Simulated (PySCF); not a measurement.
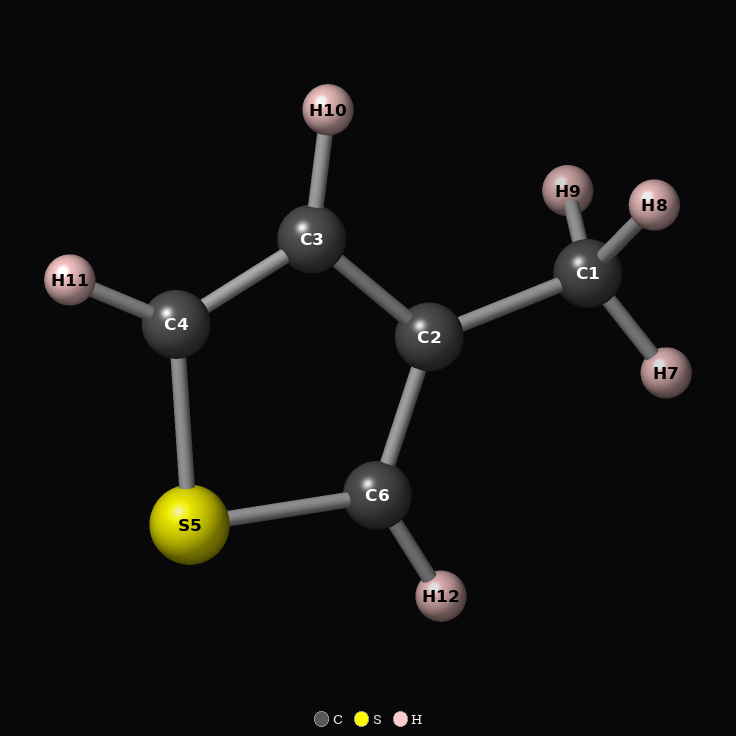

The geometry was computed by an optimisation with PBE0-D3(BJ)/def2-TZVP. No frequency run is at hand to confirm it as a minimum. Method: GIAO ωB97X-D/pcSseg-2 NMR shielding, non-relativistic, gas phase (PySCF 2.14.0), and the same with a continuum solvent (IEF-PCM, Bondi radii x 1.2, gas-phase geometry).

How do dipole (D), HOMO–LUMO gap (eV), σ(S5) (ppm), σ(H11) (ppm), σ(H12) (ppm) change in chloroform (ε = 4.7)?

```
    medium  dipole (D)  HOMO–LUMO gap (eV)  σ(S5) (ppm)  σ(H11) (ppm)  σ(H12) (ppm)
 gas phase        0.93                9.94        270.8         24.19         24.55
chloroform        1.18                9.93        277.0         23.98         24.35
```
